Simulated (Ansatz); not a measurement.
Breaking the Ga1–I4 bond in GaH2I (SMILES [GaH2][I]) (multiplicity 1 held, fragments rigid). Energies count from the point at 2.512 Å.
Geometry at that point (charge 0, multiplicity 1):
```xyz
4

Ga    -0.82102    -1.27597     0.21510
H     -0.27059    -2.26515     1.28726
H     -2.09923    -1.41786    -0.66637
I      0.52493     0.81581    -0.13753
```

Restricted levels (R-, RO-) in cc, def2 and unpolarised 6-31G sets keep to the state of the molecule at rest. U- levels take the lowest unrestricted solution at each point, which mixes spins at long bonds. Active spaces are followed from a long bond inwards. Curves can end on different states.

Cores are frozen in the correlated methods. Filled d and f shells under p-block atoms count as core.

Programs: Ansatz (a program for electronic structure) with Gaussian orbitals. Each number belongs to the level named beside it. In def2 rows elements past Kr take small-core potentials, without spin–orbit coupling.

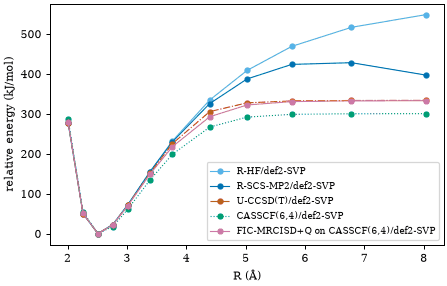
Figure: Relative energy along the coordinate

Doubts at one or more of the structures used: a restricted determinant that unrestricted orbitals would lower (R-HF/def2-SVP, R-SCS-MP2/def2-SVP); a spin-contaminated determinant (U-CCSD(T)/def2-SVP); T1 above 0.05 (U-CCSD(T)/def2-SVP); active orbitals that take no part (CASSCF(6,4)/def2-SVP, FIC-MRCISD+Q on CASSCF(6,4)/def2-SVP).
